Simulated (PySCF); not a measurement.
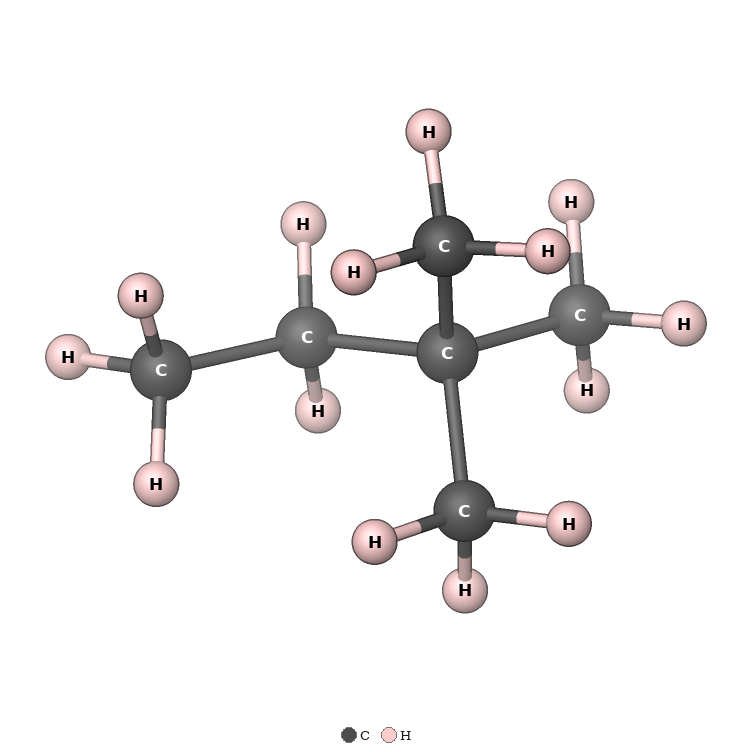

Depth is shown by fading: the farther an atom, the more it takes the colour of the background. The geometry was computed by an optimisation with PBE0-D3(BJ)/def2-SVP. No frequency run is at hand to confirm it as a minimum.

List the symmetry elements and name the point group.

It has 1 mirror plane, so the point group is Cs. The group has 2 operations. The geometry is achiral, and symmetry allows a dipole moment.
